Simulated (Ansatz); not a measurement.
# Fields on a plane of SiC (zinc blende)

```
SiC
1.0
    0.00000     2.17831     2.17831
    2.17831     0.00000     2.17831
    2.17831     2.17831     0.00000
C Si
1 1
Direct
  0.75000   0.75000   0.75000
  0.00000   0.00000   0.00000
```

The slice is a {111} plane (indices of the conventional cell) through the point (0.000, 0.000, 0.000) (fractional), spanned by u = [100] and v = [-1 2 0] in vectors of this cell: u (3.08 Å) and v (5.34 Å, at 90° to u). It covers one period; positions are fractions (u, v).

Atoms on it: Si at (0.00, 0.00); Si at (0.50, 0.50). Other atoms lie within 1 Å of the plane.

Calculation: r2SCAN (plane waves to 500 eV, PAW, scalar-relativistic; Ansatz, an electronic-structure program). k mesh 13×13×13. These are valence fields of a PAW run, semicore shells included where kept as valence: close to a nucleus they are smooth pseudo fields. SiC was relaxed with its symmetry unable to fall. The PAW data are Ansatz's earlier set.

```
|.:=+###########+=:|
|:-+*#%%%%%%%%%#*+-|
|-=+#%%%@@@@@%%%#+=|
|=+*#%%@@@@@@@%%#*+|
|=++*#%%@@@@@%%#*++|
|==++*#%@@@@@%#*++=|
|--=+*#%%@@@%%#*+=-|
|.::=+*#%@@@%#*+=::|
| .:-=+#%%%%%#+=-:.|
|  .:=+*#%%%#*+=:. |
|  .:-+*##%##*+-:. |
|  .:-+**###**+-:. |
|..:-==+++++++==-:.|
|---====-----====--|
|===+++=::.::=+++==|
|++****=-...-=****+|
|######+=:.:=+#####|
|%%%%%#*+-:-+*#%%%%|
|@@@%%%#+=-=+#%%%@@|
|@@@@%%#*+=+*#%%@@@|
|@@@%%#*++=++*#%%@@|
|@@@%#*++===++*#%@@|
|@@%%#*+=---=+*#%%@|
|@@%#*+=::.::=+*#%@|
|%%%#+=-:. .:-=+#%%|
|%%#*+=:.   .:=+*#%|
|%##*+-:.   .:-+*##|
|##**+-:.   .:-+**#|
|++++==-:...:-==+++|
|---====-----====--|
|.::=+++=====+++=::|
|..-=****+++****=-.|
```
Scale: ten equal steps from -1.08 (start of ' ') to 0.01 (end of '@'), in the order ' .:-=+*#%@'. Values: log₁₀ of the valence density in e/Å³. The map has 18 points along u (one character each, u = 0 at the left) and 32 along v (v = 0 in the bottom row). The scale is logarithmic, as a density can span decades between atoms and voids.

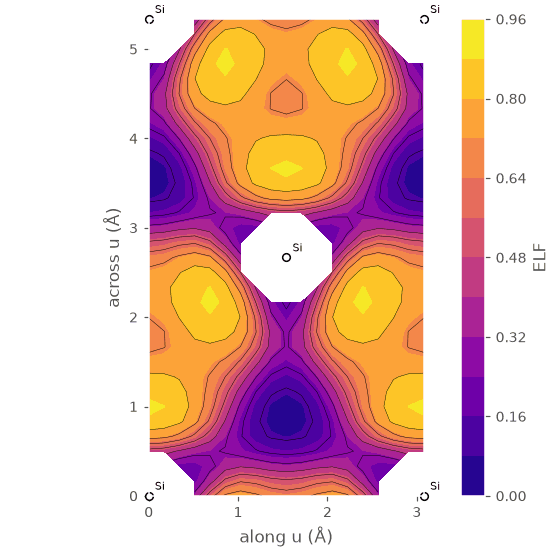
Figure: Electron localisation function (ELF), one period of the plane, atoms marked. Points within 0.4 Å of a nucleus are left white, as the pseudised field means little there.
